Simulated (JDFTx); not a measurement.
System: Cu(100) (Fm-3m bulk; lattice of mp-30, not re-optimised at this level), 1x1 cell of 4 atoms in 4 planes, area 6.40 Å² a face, 5.4 Å between the outermost planes in a cell 21.4 Å high; k mesh 8×8×1, Fermi width 0.01 Ha, no spin polarisation.

Level of theory: PBE, GBRV ultrasoft potentials, plane waves to 20/100 Ha; code: a modified build of JDFTx. Liquid on both sides: CANDLE, water, 0.5 M NaF; nuclei fixed. SHE scale: U = −μ/e − 4.44 V, by convention.

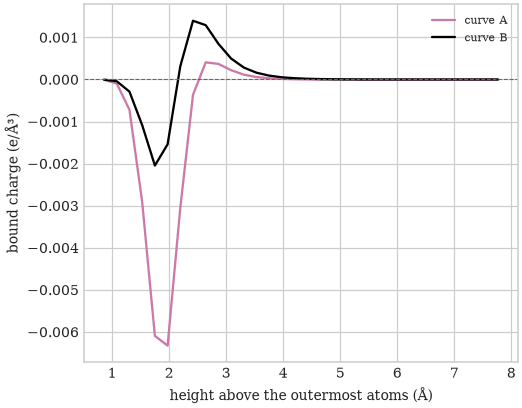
*Plane-averaged bound charge of the liquid for two states of the electrode*

One curve is the neutral slab. Which, and what is the sign of the other's charge?

Curve B is neutral (potential of zero charge, -0.13 V). Curve A is positively charged, 6.6 μC/cm² at 0.35 V.
